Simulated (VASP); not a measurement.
Shape and ions are relaxed at each volume.

Energy against volume of Mg₃Sb₂ (a-la2o3). Calculation: PBE GGA, VASP's PBE PAW potentials (set 64) (plane waves; VASP 6.6.1).

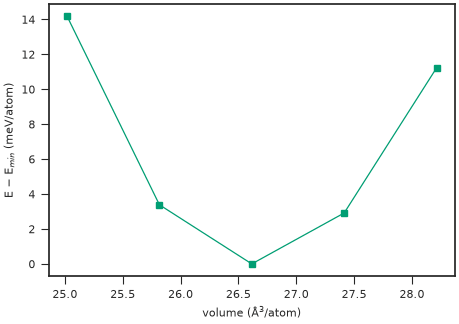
Figure: Energy against volume

Question: Estimate the equilibrium volume and the bulk modulus.

Answer: The minimum lies near 26.6 Å³/atom, and the curvature gives B0 of about 42 GPa.

The compound is Mg3Sb2 in the a-la2o3 structure. It was relaxed first.
